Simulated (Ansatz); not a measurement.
**C3H2F4O: density, localisation and related maps**

Input

```
crystal:
  periodic: [false, false, false]
  atoms:
    - {symbol: C, position_ang: [-2.579450, 0.410473, 0.679621]}
    - {symbol: C, position_ang: [-1.388069, 1.012324, 1.265188]}
    - {symbol: C, position_ang: [-0.018878, 0.796071, 0.677536]}
    - {symbol: F, position_ang: [-3.756107, 1.022897, 0.847494]}
    - {symbol: F, position_ang: [0.331741, 1.860100, -0.045588]}
    - {symbol: F, position_ang: [0.893210, 0.627169, 1.631242]}
    - {symbol: F, position_ang: [0.009803, -0.275436, -0.113669]}
    - {symbol: O, position_ang: [-2.018373, -0.135731, 1.808798]}
    - {symbol: H, position_ang: [-2.560077, -0.195295, -0.234377]}
    - {symbol: H, position_ang: [-1.489462, 1.938679, 1.844301]}
basis:
  gaussian:
    orbitals: def2-SVPD
hamiltonian:
  xc: {name: PBE0}
output: {forces: true, orbitals: {seedname: orbitals}}
```

Run with:

```sh
ansatz run input.yaml --threads 2 --pin off --max-ram 5220MiB --events-out events.jsonl --progress --plain --runs-dir runs
```

Geometry: PBE0-D3(BJ)/def2-SVP.

These are results of Ansatz 0.2.0, isolated molecule in a Gaussian basis; Kohn-Sham density functional theory, functional PBE0, not measurements.

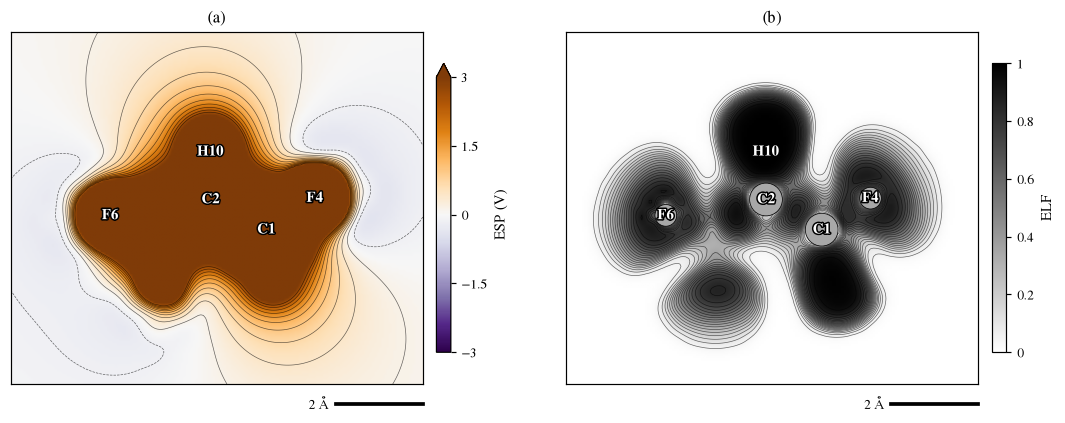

Figure 1. (a) electrostatic potential; (b) electron localisation function on the plane of atoms C1, C2 and H10. Grey discs cover the atomic cores in the ELF map.

Read the bonding off the picture.

Answer.
- Atoms in the plane: C, F and H.
- C–F (1.34 Å): the ELF peaks at about 0.80 between the atoms: a shared but strongly polarised pair.
- C–C (1.46 Å): the ELF peaks at about 0.90 between the atoms (localised, covalent bonding).
- C–H (1.10 Å): the ELF climbs to about 1 towards the hydrogen, as it does in any bond to H: an ordinary covalent bond to hydrogen.
- The ELF also peaks beside F7, F6 and F4, away from the bonds: lone-pair regions.
- Outside the dense part of the molecule the potential is most negative (−0.4 V) near F4.

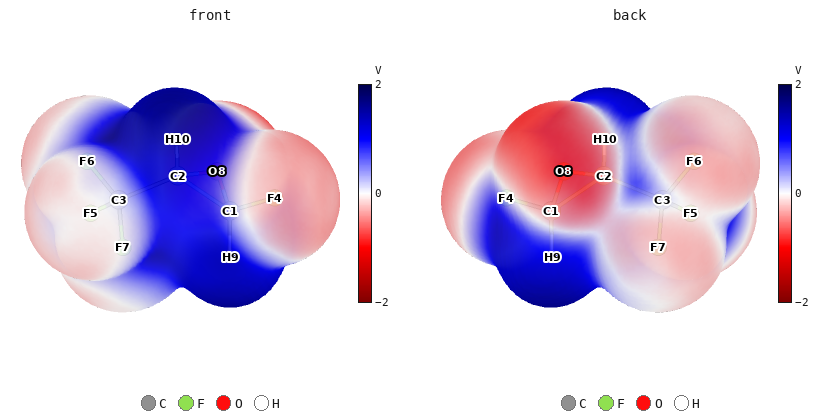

Figure 2. The electrostatic potential painted on the density surface at 0.002 e/bohr³, seen from the front and from behind; red is negative and blue positive.

Where is the surface potential most negative and most positive?

Answer. The most negative region (about −0.8 V) lies over O8, the most positive (about +1.6 V) over C3, H9 and H10.

What dipole moment does the calculation give?

Answer. Its dipole moment is 1.02 D.

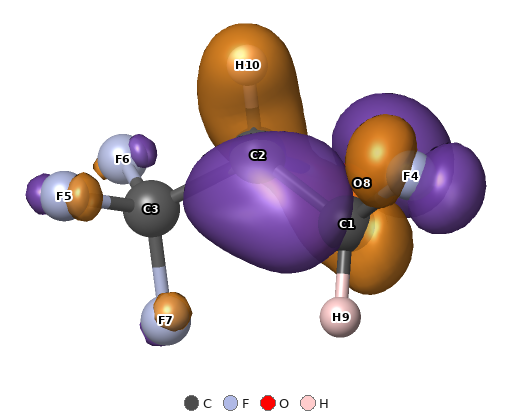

Figure 3. The HOMO−1 at ±0.15 Å⁻³ᐟ² (orange and purple are the two phases), seen at a tilt.

What is the character of this orbital?

Answer. By Hirshfeld shares it lies mainly on O8 (about 35 %), C2 (about 20 %), C1 (about 20 %) and F4 (about 15 %). Its energy is −10.03 eV.
